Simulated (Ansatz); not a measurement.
Consider ZnSnI$_{6}$.

Input file:

```
crystal:
  lattice:
    - [0.0, 5.7181779358, 5.7181779358]
    - [5.7181779358, 0.0, 5.7181779358]
    - [5.7181779358, 5.7181779358, 0.0]
  atoms:
    - { symbol: Zn, position: [0.5, 0.5, 0.5] }
    - { symbol: Sn, position: [0.0, 0.0, 0.0] }
    - { symbol: I, position: [0.7455995946, 0.2544004054, 0.2544004054] }
    - { symbol: I, position: [0.2544004054, 0.7455995946, 0.7455995946] }
    - { symbol: I, position: [0.2544004054, 0.7455995946, 0.2544004054] }
    - { symbol: I, position: [0.7455995946, 0.2544004054, 0.7455995946] }
    - { symbol: I, position: [0.2544004054, 0.2544004054, 0.7455995946] }
    - { symbol: I, position: [0.7455995946, 0.7455995946, 0.2544004054] }
kpoints:
  mp_grid: { grid: [4, 4, 4] }
  band_path:
    path:
      - [0.0, 0.0, 0.0]
      - [0.5, 0.0, 0.5]
      - [0.625, 0.25, 0.625]
      - [0.375, 0.375, 0.75]
      - [0.5, 0.5, 0.5]
      - [0.5, 0.25, 0.75]
    npoints: 1
hamiltonian:
  xc: r2scan
  dispersion: rvv10
scf:
  occupations: { method: fermi_dirac, width: 0.03 }
  n_extra_bands: 6
output:
  forces: true
  stress: true
  eigenvalues: true
  write_density: true
  write_potential: true
  elf: true
  volumetric_format: npy
```

Command:

```sh
ansatz run input.yaml --threads 4 --pin off --max-ram 4608MiB --backend cpu --events-out ev --progress --plain --runs-dir out
```

Below, planes, directions and counts refer to the conventional cell (a = 11.44 Å, b = 11.44 Å, c = 11.44 Å, α = 90.00°, β = 90.00°, γ = 90.00°).

Space group Fm-3m; a structure from a database of computed crystals, not necessarily the ambient phase; started from the MgZrF6-225 prototype, which need not be the ambient phase.

These are results of DFT, r2SCAN+rVV10, plane waves, PAW in Ansatz 0.2.0, not measurements.

Predict the valence pseudo-density and electron localisation function between the atoms.

Zn–I (2.81 Å): ρ at the midpoint is about 0.29 e/Å³, with its minimum of 0.25 e/Å³ about 1.2 Å from Zn; the ELF is about 0.50 at the midpoint and 0.15 at its lowest between the atoms.
Sn–I (2.91 Å): ρ at the midpoint is about 0.32 e/Å³; the ELF peaks at about 0.65 in the valence shell of I, 1.2 Å from its nucleus, and is about 0.55 at the midpoint.

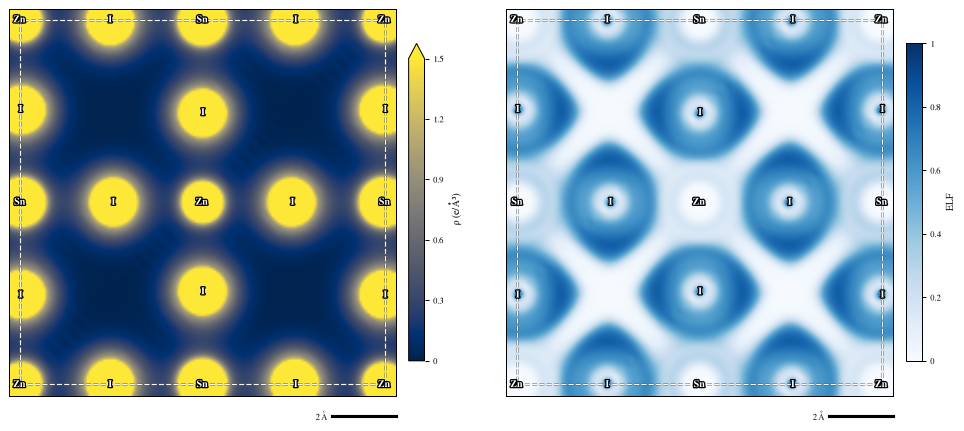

Computed valence pseudo-density and electron localisation function on the (010) plane of the conventional cell, in this order. 
